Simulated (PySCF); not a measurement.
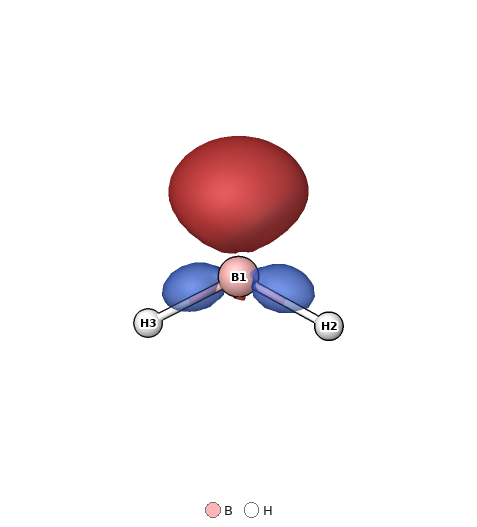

BH2, doublet, SMILES `[BH2]`. Fukui function f⁺ = ρ(N+1) − ρ(N) at fixed geometry, surfaces at ±0.08 e/Å³ (red positive, blue negative).

Computed with PySCF, ωB97X/def2-SVP, geometry: GFN2-xTB. No frequency check shows the geometry to be a minimum. GFN2-xTB doesn't know the spin state, so this open-shell geometry is rough.

Cartesian coordinates (Å):

```
B1       0.0000    0.1443    0.0000
H2       1.0435   -0.3607    0.0000
H3      -1.0435   -0.3607    0.0000
```

Question: On which atoms does the density change most on addition of an electron?

Answer: f⁺ (Hirshfeld-condensed) is largest on B1 (0.74); the vertical electron affinity is −0.89 eV (to the singlet anion, which needn't be its lowest state; negative, but this basis has no diffuse functions, so it doesn't show that the anion is unbound). Condensed values hint at sites of nucleophilic attack but needn't mark the atom that reacts. Orbital relaxation makes it negative in places (0.08 e in all).

| atom | f⁺ | charge |
| --- | --- | --- |
| B1 | +0.74 | +0.11 |
| H2 | +0.13 | −0.05 |
| H3 | +0.13 | −0.05 |
